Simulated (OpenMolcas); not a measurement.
Run report: Pt²⁺ complex, multiconfigurational calculation

System: Pt²⁺ with 6 ligands (Cl and F; tetragonal octahedron, 2.56 Å), neutralised by 6 outer point charges of +0.67 e, whose field is part of the energies.
Method: state-averaged CASSCF, active space 8 electrons in the shell 5d, basis ANO-RCC-VDZP on the metal and ANO-RCC-VDZP on the ligands, DKH2 scalar Hamiltonian, spin-orbit coupling by RASSI with atomic mean-field integrals (OpenMolcas).

Input file:
```
&GATEWAY
Coord
7

Pt 0.0 0.0 0.0
Cl 2.560000 0.000000 0.000000
Cl 0.000000 2.560000 0.000000
Cl -2.560000 0.000000 0.000000
Cl 0.000000 -2.560000 0.000000
F 0.000000 0.000000 2.109440
F 0.000000 0.000000 -2.109440
Basis=Pt.ANO-RCC-VDZP,Cl.ANO-RCC-VDZP,F.ANO-RCC-VDZP
Group=XYZ
NoMove
AngMom=0.0 0.0 0.0
AMFI
RICD
XField
3 Angstrom 0
5.760000 0.000000 0.000000 0.666667
0.000000 5.760000 0.000000 0.666667
0.000000 0.000000 5.309440 0.666667
&SEWARD
&RASSCF
FileOrb=start.orb
Symmetry=1
Spin=3
nActEl=8 0 0
Inactive=38 42
Ras2=5 0
CIRoot=10 10 1
SDav=10
CIMx=300
Iter=150 100
PrWF=0.3
OrbListing=Nothing
MaxOrb=0
LevShft=1.0
>>> COPY $Project.JobIph JOB001
&RASSCF
FileOrb=start.orb
Symmetry=1
Spin=1
nActEl=8 0 0
Inactive=38 42
Ras2=5 0
CIRoot=15 15 1
SDav=15
CIMx=300
Iter=150 100
PrWF=0.3
OrbListing=Nothing
MaxOrb=0
LevShft=1.0
>>> COPY $Project.JobIph JOB002
&RASSI
NrOfJobIphs=2 10 15
1 2 3 4 5 6 7 8 9 10
1 2 3 4 5 6 7 8 9 10 11 12 13 14 15
IphNames
JOB001
JOB002
EJob
SpinOrbit
DIPRint=1.0
SOCoupling=1000.0
Subsets=2
Property=9
'ANGMOM' 1 'ANGMOM' 2 'ANGMOM' 3 'MLTPL  1' 1 'MLTPL  1' 2 'MLTPL  1' 3
'AMFI' 1 'AMFI' 2 'AMFI' 3
SOProperty=3
'ANGMOM' 1 'ANGMOM' 2 'ANGMOM' 3
```

The file start.orb holds starting orbitals from an earlier step. A driver script formed the levels outside the program, from RASSI's spin-orbit matrix and the active-space energies, averaged over the components of each term or state.

Hardware: 1 thread of Arm Neoverse V2, 24 GiB of memory available, shared host.

Launched with:
```bash
OMP_NUM_THREADS=1 MOLCAS_MEM=2457 MOLCAS_PROJECT=a pymolcas a.inp > a.log  # once for each step of the input, in one work folder
```

The program's output (extracts):
```
--- SEWARD ---
Basis set label: PT.ANO-RCC...7S6P4D2F.

      Electronic valence basis set:
      ------------------
      Associated Effective Charge  78.000000 au
      Associated Actual Charge     78.000000 au
      Nuclear Model: Point charge

      Shell  nPrim  nBasis  Cartesian Spherical Contaminant
         s      24       7        X
         p      21       6        X
         d      15       4                 X
         f      11       2                 X
                  Relativistic Douglas-Kroll-Hess integrals:
                    - DKH order of Hamiltonian: 2
                    - DKH order of Properties : 0
                  Atomic mean-field integrals
--- RASSCF ---
Wave function specifications:
      -----------------------------

      Number of closed shell electrons         160
      Number of electrons in active shells       8
      Max number of holes in RAS1 space          0
      Max nr of electrons in RAS3 space          0
      Number of inactive orbitals               80
      Number of active orbitals                  5
      Number of secondary orbitals              74
      Spin quantum number                      1.0
      State symmetry                             1
Orbital specifications:
      -----------------------

      Symmetry species                           1   2
                                                ag  au
      Frozen orbitals                            0   0
      Inactive orbitals                         38  42
      Active orbitals                            5   0
      RAS1 orbitals                              0   0
      RAS2 orbitals                              5   0
      RAS3 orbitals                              0   0
      Secondary orbitals                        34  40
      Deleted orbitals                           0   0
      Number of basis functions                 77  82
      Number of CSFs                            10
      Number of root(s) required                10
      Iter CI   SX   CI       RASSCF       Energy    max ROT     max BLB   max BLB  Level Ln srch  Step   QN
          iter iter root      energy       change     param      element    value   shift minimum  type update
 Nr of preliminary CI iterations:   1
      Total energies have been shifted. Add               -20000.00 au
        1   1   11    0  -439.27991682    0.00E+00  -8.65E-02   37  71 1 -3.48E-01*  1.17   0.00    SX    NO
        2   1   11    0  -439.75398797   -4.74E-01* -5.70E-02   37  68 2 -7.58E-02*  0.98   0.00    SX    NO
        3   1   10    0  -439.83333305   -7.93E-02* -3.06E-02   35  69 1  4.17E-02*  0.93   0.00    SX    NO
        4   1   10    0  -439.85171788   -1.84E-02* -1.81E-02   41  44 1  2.94E-02*  0.91   0.00    SX    NO
        5   1   10    0  -439.85786712   -6.15E-03* -2.35E-02   41  44 1  2.51E-02*  0.90   2.50    LS   YES
        6   1    9    0  -439.86156115   -3.69E-03* -1.42E-02   41  44 1  1.97E-02*  0.90   1.26    QN   YES
        7   1    9    0  -439.86254553   -9.84E-04* -1.21E-02   41  44 1  1.48E-02*  0.89   1.90    LS   YES
        8   1    9    0  -439.86282751   -2.82E-04*  7.04E-03   41  44 1  1.06E-02*  0.89   1.05    QN   YES
        9   1    9    0  -439.86313880   -3.11E-04*  7.58E-03   41  44 1  7.76E-03*  0.90   2.10    LS   YES
       10   1    9    0  -439.86325744   -1.19E-04*  4.60E-03   41  44 1  4.74E-03*  0.90   1.03    QN   YES
       11   1    8    0  -439.86334699   -8.95E-05*  4.53E-03   41  44 1  3.14E-03*  0.90   1.99    LS   YES
       12   1    8    0  -439.86337661   -2.96E-05*  2.41E-03   19  55 2  1.96E-03*  0.90   1.01    QN   YES
       13   1    8    0  -439.86339780   -2.12E-05*  1.23E-03   27  60 1  7.91E-04*  0.90   1.27    QN   YES
       14   1    7    0  -439.86340415   -6.35E-06*  6.06E-04   18  54 2 -3.56E-04*  0.90   1.49    LS   YES
       15   1    7    0  -439.86340493   -7.79E-07* -1.32E-04   17  50 2  4.37E-04*  0.90   1.00    QN   YES
       16   1    7    0  -439.86340565   -7.15E-07* -7.89E-05   41  50 1  1.29E-04*  0.90   1.60    LS   YES
       17   1    7    0  -439.86340576   -1.16E-07* -6.51E-05   19  55 2  1.24E-04*  0.90   1.00    QN   YES
       18   1    6    0  -439.86340586   -9.24E-08* -5.25E-05   41  50 1  5.46E-05   0.90   1.81    LS   YES
       19   1    5    0  -439.86340588   -2.29E-08* -1.88E-05   41  50 1  3.21E-05   0.90   1.00    QN   YES
       20   1    5    0  -439.86340589   -6.98E-09  -2.68E-05   41  50 1  2.20E-05   0.90   2.16    QN   YES
      Convergence after 20 iterations
       21   1    5    0  -439.86340589   -3.23E-09  -2.68E-05   41  50 1  8.10E-06   0.90   2.16    QN   YES
      Natural orbitals and occupation numbers for root  1
      sym 1:   2.000000   2.000000   1.000000   2.000000   1.000000
      Natural orbitals and occupation numbers for root  2
      sym 1:   1.000000   2.000000   1.000000   2.000000   2.000000
      Natural orbitals and occupation numbers for root  3
      sym 1:   2.000000   1.980018   1.019982   1.019982   1.980018
::    RASSCF root number  1 Total energy: -20439.94353152
::    RASSCF root number  2 Total energy: -20439.89880457
::    RASSCF root number  3 Total energy: -20439.89436994
::    RASSCF root number  4 Total energy: -20439.89436994
::    RASSCF root number  5 Total energy: -20439.86238752
::    RASSCF root number  6 Total energy: -20439.86238752
::    RASSCF root number  7 Total energy: -20439.84963824
::    RASSCF root number  8 Total energy: -20439.81128046
::    RASSCF root number  9 Total energy: -20439.81128046
::    RASSCF root number 10 Total energy: -20439.80600873
--- RASSCF ---
Wave function specifications:
      -----------------------------

      Number of closed shell electrons         160
      Number of electrons in active shells       8
      Max number of holes in RAS1 space          0
      Max nr of electrons in RAS3 space          0
      Number of inactive orbitals               80
      Number of active orbitals                  5
      Number of secondary orbitals              74
      Spin quantum number                      0.0
      State symmetry                             1
Orbital specifications:
      -----------------------

      Symmetry species                           1   2
                                                ag  au
      Frozen orbitals                            0   0
      Inactive orbitals                         38  42
      Active orbitals                            5   0
      RAS1 orbitals                              0   0
      RAS2 orbitals                              5   0
      RAS3 orbitals                              0   0
      Secondary orbitals                        34  40
      Deleted orbitals                           0   0
      Number of basis functions                 77  82
      Number of CSFs                            15
      Number of root(s) required                15
      Iter CI   SX   CI       RASSCF       Energy    max ROT     max BLB   max BLB  Level Ln srch  Step   QN
          iter iter root      energy       change     param      element    value   shift minimum  type update
 Nr of preliminary CI iterations:   1
      Total energies have been shifted. Add               -20000.00 au
        1   1    9    0  -439.81021604    0.00E+00   8.40E-03   42  48 1 -6.02E-03*  0.93   0.00    SX    NO
        2   1    9    0  -439.81061120   -3.95E-04*  5.92E-03   42  48 1 -2.64E-03*  0.92   0.00    SX    NO
        3   1    9    0  -439.81078877   -1.78E-04* -4.05E-03   42  48 1 -1.88E-03*  0.92   0.00    SX    NO
        4   1    8    0  -439.81087309   -8.43E-05* -2.82E-03   34  43 1 -1.24E-03*  0.92   0.00    SX    NO
        5   1    8    0  -439.81091393   -4.08E-05* -4.15E-03   34  43 1 -8.57E-04*  0.92   2.50    LS   YES
        6   1    8    0  -439.81094769   -3.38E-05* -2.39E-03   35  39 1 -3.26E-04*  0.92   1.58    LS   YES
        7   1    8    0  -439.81095297   -5.29E-06*  3.44E-04   30  44 1 -2.85E-04*  0.92   1.01    QN   YES
        8   1    7    0  -439.81095367   -6.92E-07*  6.84E-04   41  44 1  2.16E-04*  0.92   2.09    QN   YES
        9   1    6    0  -439.81095423   -5.65E-07*  9.22E-05   41  44 1  1.16E-04*  0.92   1.09    QN   YES
       10   1    6    0  -439.81095427   -3.61E-08*  9.36E-05   41  44 1  8.76E-05   0.92   2.02    LS   YES
       11   1    6    0  -439.81095428   -1.26E-08* -5.78E-05   41  44 1  5.93E-05   0.92   1.02    QN   YES
       12   1    6    0  -439.81095429   -1.37E-08* -6.87E-05   41  44 1  4.49E-05   0.92   2.01    QN   YES
       13   1    5    0  -439.81095430   -7.74E-09  -2.91E-05   41  44 1  2.05E-05   0.92   1.22    QN   YES
      Convergence after 13 iterations
       14   1    5    0  -439.81095430   -1.58E-09  -2.91E-05   41  44 1  1.03E-05   0.92   1.22    QN   YES
      Natural orbitals and occupation numbers for root  1
      sym 1:   1.998664   1.998664   0.184172   1.968320   1.850179
      Natural orbitals and occupation numbers for root  2
      sym 1:   1.006638   1.993362   1.006638   2.000000   1.993362
      Natural orbitals and occupation numbers for root  3
      sym 1:   2.000000   1.049923   1.049923   1.950077   1.950077
::    RASSCF root number  1 Total energy: -20439.91940754
::    RASSCF root number  2 Total energy: -20439.88528820
::    RASSCF root number  3 Total energy: -20439.85473749
::    RASSCF root number  4 Total energy: -20439.85473749
::    RASSCF root number  5 Total energy: -20439.83913881
::    RASSCF root number  6 Total energy: -20439.83482481
::    RASSCF root number  7 Total energy: -20439.81798519
::    RASSCF root number  8 Total energy: -20439.81798519
::    RASSCF root number  9 Total energy: -20439.79580433
::    RASSCF root number 10 Total energy: -20439.78205785
::    RASSCF root number 11 Total energy: -20439.78138272
::    RASSCF root number 12 Total energy: -20439.76713930
::    RASSCF root number 13 Total energy: -20439.76713930
::    RASSCF root number 14 Total energy: -20439.76499964
::    RASSCF root number 15 Total energy: -20439.68168669
--- RASSI ---
SPIN-FREE ENERGIES:
  (Shifted by EMIN (a.u.) =     -20439.9435315234)

 SF State       Relative EMIN(au)   Rel lowest level(eV)    D:o, cm**(-1)

     1             0.0000000000        0.0000000000              0.0000
    11             0.0241239797        0.6564469299           5294.6016
     2             0.0447269570        1.2170825033           9816.4324
     4             0.0491615814        1.3377547812          10789.7200
     3             0.0491615814        1.3377547812          10789.7200
    12             0.0582433229        1.5848815551          12782.9318
     5             0.0811440082        2.2080409477          17809.0513
     6             0.0811440082        2.2080409477          17809.0513
    13             0.0887940294        2.4162086316          19488.0369
    14             0.0887940294        2.4162086316          19488.0369
     7             0.0938932828        2.5549663843          20607.1936
    15             0.1043927125        2.8406704201          22911.5521
    16             0.1087067131        2.9580603574          23858.3658
    17             0.1255463318        3.4162897258          27554.2349
    18             0.1255463318        3.4162897258          27554.2349
     9             0.1322510610        3.5987347031          29025.7529
     8             0.1322510610        3.5987347031          29025.7529
    10             0.1375227927        3.7421858292          30182.7642
    19             0.1477271960        4.0198617890          32422.3719
    20             0.1614736771        4.3939225953          35439.3757
    21             0.1621488061        4.4122937919          35587.5494
    22             0.1763922278        4.7998770412          38713.6192
    23             0.1763922278        4.7998770412          38713.6192
    24             0.1785318846        4.8581000701          39183.2196
    25             0.2618448330        7.1251608883          57468.2982
     Dipole printing threshold changed to   1.00000000E+00
Eigenvalues of complex Hamiltonian:
   -----------------------------------
  (Shifted by EMIN (a.u.) =     -20439.9435315234)

 SO State       Relative EMIN(au)   Rel lowest level(eV)    D:o, cm**(-1)

     1            -0.0145388398        0.0000000002              0.0000
     2            -0.0145388398        0.0000000000              0.0000
     3            -0.0144442871        0.0025729115             20.7519
     4             0.0024890982        0.4633537990           3737.2004
     5             0.0181048072        0.8882788866           7164.4524
     6             0.0251629842        1.0803416686           8713.5432
     7             0.0251629842        1.0803416685           8713.5432
     8             0.0344733990        1.3336909615          10756.9430
     9             0.0401488923        1.4881290010          12002.5698
    10             0.0452902636        1.6280328407          13130.9704
    11             0.0460542631        1.6488223264          13298.6489
    12             0.0558034282        1.9141106238          15438.3433
    13             0.0558034282        1.9141106236          15438.3433
    14             0.0570714490        1.9486152278          15716.6417
    15             0.0628176814        2.1049781764          16977.7940
    16             0.0658228744        2.1867536446          17637.3576
    17             0.0773024295        2.4991282532          20156.8287
    18             0.0773024295        2.4991282528          20156.8287
    19             0.0879301676        2.7883237394          22489.3476
    20             0.0879301676        2.7883237390          22489.3476
    21             0.0910145941        2.8722552602          23166.3010
    22             0.0925231781        2.9133059226          23497.3969
    23             0.0978636574        3.0586277667          24669.4966
    24             0.0978636574        3.0586277668          24669.4966
    25             0.0979079319        3.0598325356          24679.2138
    26             0.1089093609        3.3591966707          27093.7483
    27             0.1159405710        3.5505256447          28636.9206
    28             0.1167077670        3.5714021104          28805.3006
    29             0.1167077669        3.5714021099          28805.3006
    30             0.1353620097        4.0790099154          32899.4337
    31             0.1369329922        4.1217585267          33244.2245
    32             0.1388682475        4.1744195043          33668.9639
    33             0.1429467955        4.2854024502          34564.1018
    34             0.1429467955        4.2854024501          34564.1018
    35             0.1429661180        4.2859282414          34568.3425
    36             0.1465091155        4.3823381165          35345.9406
    37             0.1530147455        4.5593653271          36773.7614
    38             0.1532961644        4.5670231259          36835.5257
    39             0.1532961644        4.5670231261          36835.5257
    40             0.1738570656        5.1265137484          41348.1219
    41             0.1764832923        5.1979770191          41924.5120
Weights of the five most important spin-orbit-free states for each spin-orbit state.

 SO State  Total energy (au)           Spin-free states, spin, and weights
 -------------------------------------------------------------------------------------------------------
    1        -0.014539       1 1.0  0.8314    2 1.0  0.0805    4 1.0  0.0470    5 1.0  0.0167   14 0.0  0.0087
    2        -0.014539       1 1.0  0.8314    2 1.0  0.0805    3 1.0  0.0470    6 1.0  0.0167   13 0.0  0.0087
    3        -0.014444       1 1.0  0.8242    3 1.0  0.0731    4 1.0  0.0731   15 0.0  0.0135   21 0.0  0.0045
    4         0.002489      11 0.0  0.6756    4 1.0  0.1482    3 1.0  0.1482    7 1.0  0.0109   10 1.0  0.0108
    5         0.018105       2 1.0  0.5245    3 1.0  0.1699    4 1.0  0.1699   12 0.0  0.0950    8 1.0  0.0124
    6         0.025163       2 1.0  0.4164    3 1.0  0.4029    7 1.0  0.0673   13 0.0  0.0438    6 1.0  0.0228
    7         0.025163       2 1.0  0.4164    4 1.0  0.4029    7 1.0  0.0673   14 0.0  0.0438    5 1.0  0.0228
    8         0.034473      12 0.0  0.4945    4 1.0  0.1340    3 1.0  0.1340    5 1.0  0.0862    6 1.0  0.0862
    9         0.040149       3 1.0  0.3704    4 1.0  0.3704    1 1.0  0.0967   15 0.0  0.0872   21 0.0  0.0276
   10         0.045290       5 1.0  0.2492    6 1.0  0.2492    3 1.0  0.1253    4 1.0  0.1253    7 1.0  0.1207
   11         0.046054       6 1.0  0.2379    5 1.0  0.2379    4 1.0  0.2349    3 1.0  0.2349   19 0.0  0.0260
   12         0.055803       4 1.0  0.3498    2 1.0  0.3045    1 1.0  0.1073    7 1.0  0.0716    5 1.0  0.0575
```

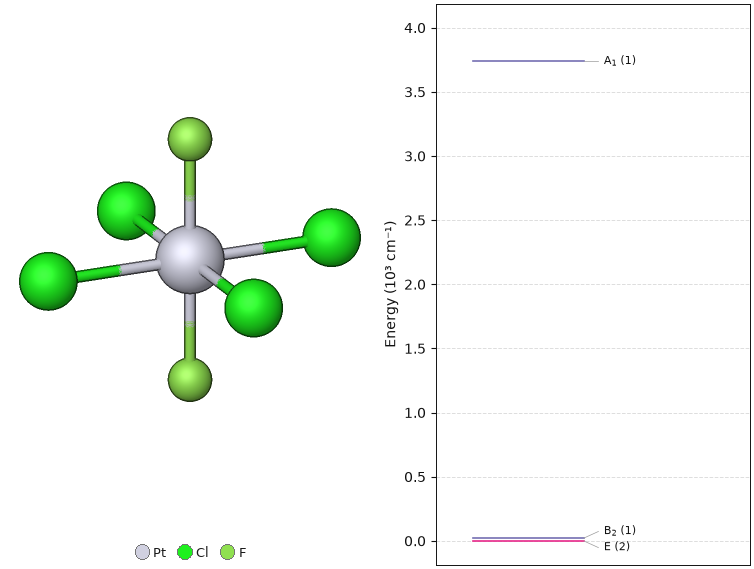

Figure 1. Pt²⁺ (5d⁸) with 6 ligands, Cl⁻ with axial F⁻, at 2.56 Å (arrangement: tetragonal octahedron, D4h), axial distortion 0.824, neutralised by outer point charges of +0.67 e, and its levels. Labels give the representation in O, Td, D4 or D3 as the site allows (double group for half-integer spin) where it could be assigned and, in brackets, the degeneracy; spin-free states, where drawn, share the zero of the spin-orbit levels. The ground level is E, doubly degenerate, 98 % from states of spin multiplicity 3. Its principal g values are 0.00, 0.00 and 5.50, easy-axis. The next level lies at 21 cm⁻¹ (B₂). The active orbitals hold 83 to 96 % metal character (Löwdin), and the Mulliken charge of the metal is +1.29.

Key numbers:

```
                                 quantity                 value
                                  outcome             converged
      energy of the lowest spin-free term  −20439.94353 hartree
    energy of the lowest spin-orbit level  −20439.95807 hartree
largest spread among components of a term              0.0 cm⁻¹
                                wall time                  29 s
                              peak memory              0.61 GiB
```

Remarks:

Without dynamic correlation the splittings between terms come out too large, often by 20 to 50 %. Caveats: distances are set from ionic radii, not optimised.
